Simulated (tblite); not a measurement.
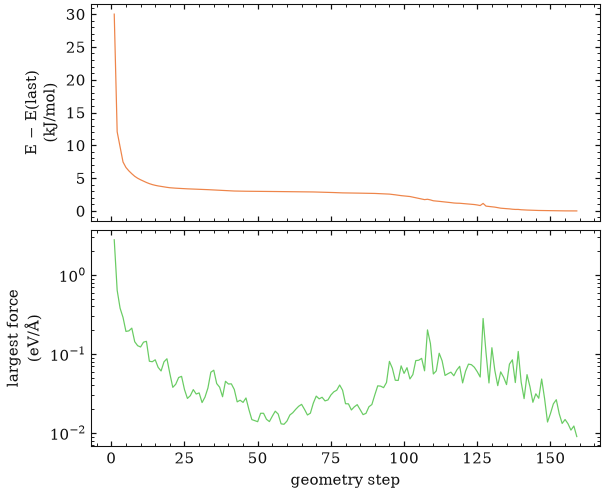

History of a geometry optimisation.

- system: C9H9N3 (SMILES c1ccc2c(c1)nnn2C1CC1)
- method: GFN2-xTB geometry optimisation, gas phase in tblite 0.8.0

How did the optimisation end?

Answer. The optimisation met its thresholds at geometry 159, counting the start as the first. The energy fell by about 30 kJ/mol from the first step to the last, with a rise at step 127. The largest force goes from about 2.8 eV/Å at the start to 9 × 10⁻³ eV/Å at the end.
